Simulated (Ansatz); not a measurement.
Redistribution: C2H9ClSi2 + SiH2(CH3)(OH) → C2H10OSi2 + SiH2(CH3)Cl

Species: C2H9ClSi2 `CC[SiH]([SiH3])Cl`, singlet; SiH2(CH3)(OH), singlet; C2H10OSi2 `CC[SiH](O)[SiH3]`, singlet; SiH2(CH3)Cl ((chlorosilyl)methane), singlet. The partners trade Cl for OH; both sit on Si, so the bond types are kept.

Shapes, held fixed at every level: PBE0-D4/def2-TZVP. Flexible molecules stand in one conformer, not always the lowest. Programs: Ansatz 0.2.0. Electronic energies: no zero-point or thermal term.

| level | kind | ΔE (kJ/mol) | less CCSD(T)/CBS estimate |
| --- | --- | --- | --- |
| PBE-D4/def2-TZVPP | GGA | +6.0 | -0.7 |
| B3LYP-D4/def2-TZVPP | global hybrid | +6.1 | -0.6 |
| PBE0-D4/def2-TZVPP | global hybrid | +6.1 | -0.6 |
| wB97M-V/def2-TZVPP | range-separated hybrid | +5.9 | -0.8 |
| MP2/def2-TZVPP | perturbation theory | +7.4 | +0.7 |
| CCSD(T)/def2-TZVPP | coupled cluster or CI | +5.8 | -0.9 |
| CCSD(T)/CBS estimate | coupled cluster or CI | +6.7 | 0.0 |

The highest level, CCSD(T)/CBS estimate, gives ΔE = +6.7 kJ/mol; the levels span +5.8 to +7.4. The column of differences is taken from that level and isn't an error. No measured value is set beside it here. The CBS estimate extrapolates MP2 from def2-TZVPP and def2-QZVPP and adds CCSD(T) − MP2 in the triple-zeta set, cores frozen.

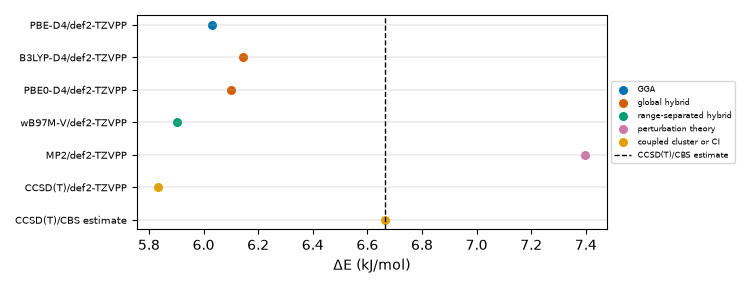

The values of the table, level by level.
